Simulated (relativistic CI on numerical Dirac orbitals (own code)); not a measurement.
```
atom Pt  Z=78  charge=4  electrons=74
nucleus A=195  rms_radius_fm=5.4270
hamiltonian dirac-coulomb  breit=on  qed=on  c_scale=1
orbitals kli  potential=per-configuration
slater_scale 0.8
correlation none
mixing on
configurations
  [Xe] 4f14 5d6
  [Xe] 4f13 5d7
end
absorption N6,7 T=10 lorentz=0.3 gauss=0.3
crystal_field D4h 10Dq=43550 Ds=1520 Dt=300
```

Multiplet model: relativistic Dirac–Coulomb–Breit theory, one configuration a step, Slater integrals scaled by 0.8, 10 K, Voigt broadening (Lorentzian 0.3 eV, Gaussian 0.3 eV full widths), computed with a radial Dirac CI code.

The N₆,₇ X-ray absorption spectrum that results:

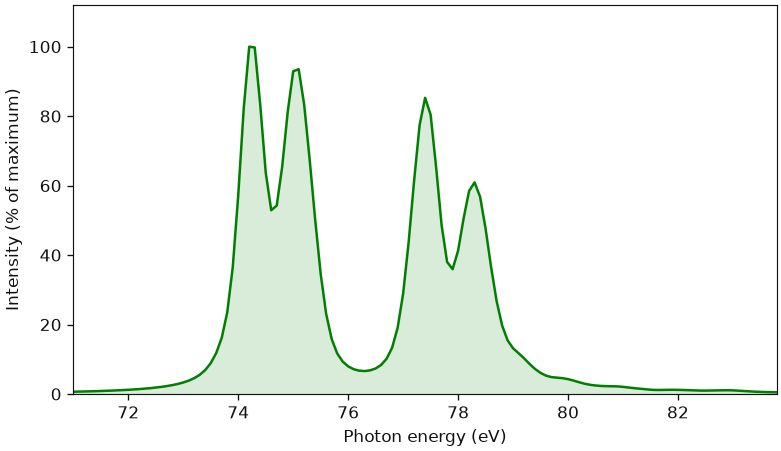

The main maxima lie at 74.2 eV (100), 75.1 eV (94), 77.4 eV (85) and 78.3 eV (61), heights in % of the largest; the centroid is at 76.2 eV. The lower edge holds 0.54 of the intensity (branching ratio, edges parted at 76 eV), and the core spin-orbit splitting of the orbitals is 3.56 eV. The ground state has S = 0.18.

Known limits: free-ion energies, so absolute edge positions are off by a few eV from solids.
